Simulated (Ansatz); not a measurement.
# Geometry relaxation, with input and output: C$_{7}$H$_{10}$Ge (charge +1) (part 2 of 2)

C$_{7}$H$_{10}$Ge, charge +1, multiplicity 2; UKS PBE0-D4/def2-SVP (Ansatz 0.2.0). The geometry: PBE0-D4/def2-SVP start.

Geometry of the input (Å):
```
Ge 1.1600  1.4153  0.8252
H  1.1606  1.4095  2.3689
H  2.6169  1.4291  0.3145
C  0.2161  2.9940  0.1656
H  0.7015  3.9156  0.5188
H  -0.8256  2.9856  0.5184
H  0.2104  2.9981  -0.9343
C  0.2857  -0.2105  0.1992
C  0.5806  -0.7427  -1.0636
C  -0.0689  -1.8855  -1.5283
C  -1.0242  -2.5166  -0.7326
C  -1.3250  -2.0029  0.5281
C  -0.6733  -0.8595  0.9888
H  1.3316  -0.2610  -1.6978
H  0.1729  -2.2874  -2.5158
H  -1.5327  -3.4141  -1.0941
H  -2.0706  -2.4972  1.1565
H  -0.9158  -0.4700  1.9824
```

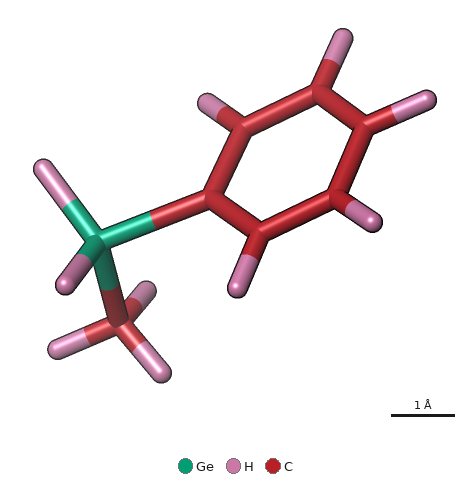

Figure 1. The geometry at step 4 of the log (stick view, seen at a tilt).

## The program's output, continued
```
relax step   8: F+E_penalty+E_count = -63903.57737473 eV  Δ(F+E_penalty+E_count) = -4.234e-4 eV  max|allowed force component| = 1.865e-2 eV/Å  Δτ_max = 0.0118 Å  (21 SCF iters, accepted)
Total energy: -63903.57740954 eV, -2348.4131544003 hartree
Atom 0 at     1.233657     1.385161     0.864179 Å, force    -0.000370     0.004617    -0.001313 eV/Å
Atom 1 at     1.193366     1.293380     2.391239 Å, force     0.002012    -0.000965    -0.004426 eV/Å
Atom 2 at     2.639121     1.310131     0.261930 Å, force    -0.004913     0.001667     0.001201 eV/Å
Atom 3 at     0.223536     2.937118     0.181306 Å, force     0.002937    -0.010204     0.003452 eV/Å
Atom 4 at     0.768449     3.818892     0.554489 Å, force    -0.000693     0.004536    -0.000554 eV/Å
Atom 5 at    -0.800390     2.934258     0.576038 Å, force    -0.000953     0.000989     0.003624 eV/Å
Atom 6 at     0.214610     2.939561    -0.916142 Å, force     0.003625     0.000354    -0.000034 eV/Å
Atom 7 at     0.185351    -0.123156     0.141514 Å, force     0.003827     0.005158     0.001498 eV/Å
Atom 8 at     0.490419    -0.645391    -1.152682 Å, force     0.010956     0.008863    -0.012833 eV/Å
Atom 9 at    -0.013246    -1.869641    -1.529219 Å, force     0.000119    -0.010106    -0.001668 eV/Å
Atom 10 at    -0.926302    -2.534477    -0.676112 Å, force    -0.004877    -0.007609    -0.001596 eV/Å
Atom 11 at    -1.315304    -1.977194     0.566505 Å, force    -0.003282    -0.011525     0.000762 eV/Å
Atom 12 at    -0.813546    -0.752357     0.944084 Å, force    -0.007362     0.003684     0.010948 eV/Å
Atom 13 at     1.174670    -0.104247    -1.813159 Å, force    -0.014364    -0.017436     0.004231 eV/Å
Atom 14 at     0.267117    -2.323540    -2.482588 Å, force     0.008031     0.015873     0.002333 eV/Å
Atom 15 at    -1.376146    -3.476811    -1.003667 Å, force     0.005120     0.011581     0.003442 eV/Å
Atom 16 at    -2.020618    -2.515697     1.203727 Å, force     0.001865     0.016023     0.009580 eV/Å
Atom 17 at    -1.124742    -0.296000     1.888547 Å, force    -0.001676    -0.015499    -0.018646 eV/Å
Dipole moment:    -0.428358    -0.600387    -0.301853 e Å
Checks for a lower state left out: stability, starts, cluster_reference, orbital_swaps, neighbouring_geometries, increment
```

## Trajectory as extended XYZ (Å, eV, eV/Å), 8 frames, from step=1 to step=8
```
18
Properties=species:S:1:pos:R:3:forces:R:3 step=1 energy=-63903.39668
Ge    1.1600    1.4153    0.8252    0.6908   0.3031   0.5893
H     1.1606    1.4095    2.3689   -0.1709  -0.1137  -0.1348
H     2.6169    1.4291    0.3145   -0.1646  -0.1135  -0.1525
C     0.2161    2.9940    0.1656   -0.5510   0.2392  -0.4264
H     0.7015    3.9156    0.5188    0.1891  -0.1756   0.1314
H    -0.8256    2.9856    0.5184    0.0380  -0.0559   0.0624
H     0.2104    2.9981   -0.9343    0.0625  -0.0413   0.0170
C     0.2857   -0.2105    0.1992    0.4549   0.9236   0.3682
C     0.5806   -0.7427   -1.0636   -0.0189  -1.1973  -1.7267
C    -0.0689   -1.8855   -1.5283    1.3025   1.1389  -0.6409
C    -1.0242   -2.5166   -0.7326   -0.3020  -0.6103  -0.2873
C    -1.3250   -2.0029    0.5281   -0.0254   1.0572   1.5877
C    -0.6733   -0.8595    0.9888   -1.4482  -1.3029   0.6479
H     1.3316   -0.2610   -1.6978   -0.0397  -0.0377  -0.0027
H     0.1729   -2.2874   -2.5158    0.0019   0.0166   0.0296
H    -1.5327   -3.4141   -1.0941   -0.0252  -0.0155  -0.0183
H    -2.0706   -2.4972    1.1565    0.0260   0.0195  -0.0065
H    -0.9158   -0.4700    1.9824   -0.0198  -0.0345  -0.0373
18
Properties=species:S:1:pos:R:3:forces:R:3 step=2 energy=-63903.54076
Ge    1.1893    1.4217    0.8532    0.2294  -0.0377   0.1061
H     1.1051    1.3572    2.3896    0.0760   0.0411  -0.1320
H     2.6074    1.3759    0.2469   -0.1103   0.0330   0.1238
C     0.1923    2.9579    0.1456   -0.1360   0.1051  -0.0719
H     0.7190    3.8488    0.5212   -0.0225  -0.0012  -0.0166
H    -0.8421    2.9509    0.5186    0.0657  -0.0116   0.0091
H     0.1978    2.9584   -0.9539    0.0383  -0.0256   0.0589
C     0.2863   -0.1856    0.2033    0.1730   0.2269   0.1514
C     0.5902   -0.7184   -1.0837   -0.1293  -0.3901  -0.5163
C    -0.0425   -1.8559   -1.5387    0.3981   0.3387  -0.1297
C    -1.0050   -2.4900   -0.7216   -0.1073  -0.1743  -0.1005
C    -1.3234   -1.9768    0.5567    0.0443   0.3159   0.4622
C    -0.6898   -0.8387    1.0093   -0.4958  -0.4265   0.0664
H     1.3372   -0.2336   -1.7184   -0.0117   0.0547   0.0390
H     0.1981   -2.2620   -2.5240   -0.0285  -0.0498   0.0237
H    -1.5162   -3.3856   -1.0859   -0.0159  -0.0036  -0.0087
H    -2.0669   -2.4769    1.1818    0.0095  -0.0478  -0.0416
H    -0.9367   -0.4473    1.9999    0.0228   0.0528  -0.0234
18
Properties=species:S:1:pos:R:3:forces:R:3 step=3 energy=-63903.56150
Ge    1.2100    1.4188    0.8633    0.1080  -0.0386   0.0470
H     1.1460    1.3667    2.3939    0.0236   0.0084  -0.0195
H     2.6277    1.3816    0.2751   -0.0298   0.0080   0.0318
C     0.1934    2.9459    0.1473   -0.0484  -0.0116  -0.0278
H     0.7121    3.8468    0.5104   -0.0068  -0.0151  -0.0055
H    -0.8370    2.9280    0.5273    0.0226   0.0059  -0.0100
H     0.2006    2.9278   -0.9508   -0.0017   0.0067   0.0215
C     0.2805   -0.1800    0.2025   -0.0741   0.0300  -0.0418
C     0.5730   -0.7053   -1.1019   -0.0269  -0.0092   0.0113
C    -0.0365   -1.8531   -1.5451    0.0070  -0.0026   0.0403
C    -0.9989   -2.4924   -0.7194    0.0284  -0.0145   0.0205
C    -1.3282   -1.9759    0.5634    0.0352  -0.0016  -0.0175
C    -0.7183   -0.8273    1.0036   -0.0019  -0.0062  -0.0324
H     1.3085   -0.2060   -1.7386   -0.0034   0.0443   0.0314
H     0.2095   -2.2709   -2.5238   -0.0323  -0.0301   0.0073
H    -1.5043   -3.3926   -1.0815   -0.0140   0.0086  -0.0070
H    -2.0633   -2.4889    1.1876   -0.0059  -0.0287  -0.0367
H    -0.9747   -0.4232    1.9866    0.0206   0.0462  -0.0129
18
Properties=species:S:1:pos:R:3:forces:R:3 step=4 energy=-63903.56698
Ge    1.2337    1.4100    0.8756   -0.0242  -0.0288  -0.0147
H     1.1813    1.3623    2.4038   -0.0102  -0.0099   0.0155
H     2.6496    1.3754    0.2941    0.0035  -0.0109  -0.0208
C     0.1947    2.9212    0.1488    0.0056   0.0015   0.0048
H     0.7071    3.8286    0.5037    0.0020   0.0077   0.0017
H    -0.8331    2.8971    0.5332   -0.0010   0.0013  -0.0062
H     0.1994    2.8952   -0.9485   -0.0071   0.0027   0.0003
C     0.2559   -0.1545    0.1897    0.0113  -0.2524  -0.0156
C     0.5537   -0.6848   -1.1139   -0.0362   0.2065   0.1238
C    -0.0294   -1.8506   -1.5428   -0.1140  -0.1279   0.1001
C    -0.9814   -2.4991   -0.7100    0.0232   0.1194   0.0334
C    -1.3251   -1.9730    0.5666    0.0459  -0.1199  -0.1676
C    -0.7418   -0.8062    0.9924    0.0774   0.2213  -0.0671
H     1.2742   -0.1683   -1.7544   -0.0111   0.0098   0.0058
H     0.2160   -2.2750   -2.5188    0.0127  -0.0170   0.0109
H    -1.4851   -3.4007   -1.0716    0.0082   0.0011   0.0053
H    -2.0581   -2.4929    1.1874    0.0152  -0.0153   0.0024
H    -1.0116   -0.3847    1.9648   -0.0013   0.0107  -0.0119
18
Properties=species:S:1:pos:R:3:forces:R:3 step=5 energy=-63903.57124
Ge    1.2493    1.3994    0.8827   -0.0421  -0.0084  -0.0150
H     1.2010    1.3504    2.4100   -0.0143  -0.0121   0.0222
H     2.6620    1.3626    0.2988    0.0213  -0.0111  -0.0315
C     0.1980    2.9041    0.1527    0.0186  -0.0119   0.0127
H     0.7085    3.8140    0.5040    0.0136   0.0139   0.0106
H    -0.8280    2.8776    0.5405   -0.0133  -0.0011  -0.0003
H     0.1989    2.8764   -0.9442   -0.0051  -0.0018  -0.0108
C     0.2466   -0.1453    0.1841   -0.1545  -0.2109  -0.1152
C     0.5313   -0.6628   -1.1253    0.0718   0.1638   0.1586
C    -0.0264   -1.8477   -1.5398   -0.1266  -0.1170   0.0829
C    -0.9683   -2.5025   -0.7026    0.0551   0.1236   0.0528
C    -1.3234   -1.9681    0.5659    0.0251  -0.1062  -0.1705
C    -0.7658   -0.7820    0.9771    0.1614   0.1754   0.0130
H     1.2402   -0.1335   -1.7690   -0.0194  -0.0219  -0.0143
H     0.2286   -2.2840   -2.5082    0.0140   0.0213  -0.0022
H    -1.4600   -3.4135   -1.0573    0.0137   0.0049   0.0082
H    -2.0464   -2.4985    1.1898    0.0010   0.0214   0.0147
H    -1.0460   -0.3464    1.9408   -0.0204  -0.0219  -0.0159
18
Properties=species:S:1:pos:R:3:forces:R:3 step=6 energy=-63903.57323
Ge    1.2379    1.3952    0.8721   -0.0434  -0.0321  -0.0288
H     1.1906    1.3220    2.3993    0.0048  -0.0027   0.0099
H     2.6457    1.3331    0.2758    0.0142   0.0012  -0.0030
C     0.2158    2.9318    0.1690    0.0141  -0.0552   0.0113
H     0.7484    3.8233    0.5342    0.0120   0.0198   0.0082
H    -0.8093    2.9215    0.5593   -0.0174   0.0023   0.0078
H     0.2118    2.9220   -0.9280    0.0018   0.0013  -0.0163
C     0.2192   -0.1428    0.1655   -0.0332  -0.0157  -0.0166
C     0.5167   -0.6622   -1.1361   -0.0523   0.1452   0.0556
C    -0.0136   -1.8666   -1.5313   -0.0890  -0.0784   0.0118
C    -0.9413   -2.5260   -0.6861    0.0677   0.0267   0.0411
C    -1.3132   -1.9818    0.5699   -0.0230  -0.0706  -0.0829
C    -0.7846   -0.7763    0.9655    0.0225   0.1432  -0.0611
H     1.1886   -0.1098   -1.7999    0.0383  -0.0538   0.0259
H     0.2410   -2.3055   -2.4984    0.0332   0.0069  -0.0020
H    -1.4146   -3.4508   -1.0290   -0.0022   0.0025  -0.0030
H    -2.0374   -2.5120    1.1923    0.0095   0.0105   0.0306
H    -1.1016   -0.3152    1.9057    0.0424  -0.0510   0.0115
18
Properties=species:S:1:pos:R:3:forces:R:3 step=7 energy=-63903.57695
Ge    1.2354    1.3863    0.8668   -0.0122   0.0057  -0.0047
H     1.1900    1.3040    2.3944    0.0090  -0.0095  -0.0075
H     2.6417    1.3168    0.2653   -0.0066  -0.0048   0.0072
C     0.2232    2.9349    0.1782   -0.0058  -0.0208  -0.0066
H     0.7643    3.8197    0.5488    0.0082   0.0071   0.0054
H    -0.8013    2.9302    0.5709   -0.0069   0.0011   0.0077
H     0.2155    2.9335   -0.9192    0.0047   0.0017  -0.0059
C     0.1916   -0.1271    0.1469    0.0032   0.0146   0.0053
C     0.4940   -0.6472   -1.1491    0.0199   0.0121  -0.0259
C    -0.0150   -1.8681   -1.5300    0.0010  -0.0014  -0.0117
C    -0.9300   -2.5326   -0.6789    0.0006  -0.0046   0.0004
C    -1.3150   -1.9787    0.5665   -0.0100   0.0009   0.0093
C    -0.8080   -0.7571    0.9487   -0.0133   0.0027   0.0224
H     1.1788   -0.1039   -1.8081   -0.0246  -0.0360   0.0091
H     0.2593   -2.3198   -2.4862    0.0192   0.0239   0.0034
H    -1.3845   -3.4717   -1.0098    0.0080   0.0168   0.0052
H    -2.0235   -2.5177    1.1998    0.0060   0.0237   0.0212
H    -1.1164   -0.3014    1.8950   -0.0004  -0.0330  -0.0343
18
Properties=species:S:1:pos:R:3:forces:R:3 step=8 energy=-63903.57738
Ge    1.2337    1.3852    0.8642   -0.0004   0.0046  -0.0013
H     1.1934    1.2934    2.3912    0.0020  -0.0010  -0.0044
H     2.6391    1.3101    0.2619   -0.0049   0.0017   0.0012
C     0.2235    2.9371    0.1813    0.0029  -0.0102   0.0035
H     0.7684    3.8189    0.5545   -0.0007   0.0045  -0.0006
H    -0.8004    2.9343    0.5760   -0.0010   0.0010   0.0036
H     0.2146    2.9396   -0.9161    0.0036   0.0004   0.0000
C     0.1854   -0.1232    0.1415    0.0038   0.0052   0.0015
C     0.4904   -0.6454   -1.1527    0.0110   0.0089  -0.0128
C    -0.0132   -1.8696   -1.5292    0.0001  -0.0101  -0.0017
C    -0.9263   -2.5345   -0.6761   -0.0049  -0.0076  -0.0016
C    -1.3153   -1.9772    0.5665   -0.0033  -0.0115   0.0008
C    -0.8135   -0.7524    0.9441   -0.0074   0.0037   0.0109
H     1.1747   -0.1042   -1.8132   -0.0144  -0.0174   0.0042
H     0.2671   -2.3235   -2.4826    0.0080   0.0159   0.0023
H    -1.3761   -3.4768   -1.0037    0.0051   0.0116   0.0034
H    -2.0206   -2.5157    1.2037    0.0019   0.0160   0.0096
H    -1.1247   -0.2960    1.8885   -0.0017  -0.0155  -0.0186
```

## Results in brief

```csv
quantity,value
outcome,converged
total energy,−63903.5774 eV
mean-field energy,−63903.1800 eV
dispersion energy,−0.3974 eV
⟨S²⟩,0.766
HOMO (either spin),−12.63 eV
LUMO (either spin),−10.14 eV
largest force (length of the vector) at the end,0.024 eV/Å
hardware,"2 CPU threads, shared host"
wall time,20 s (CPU time 23 s)
peak memory,0.97 GiB
```
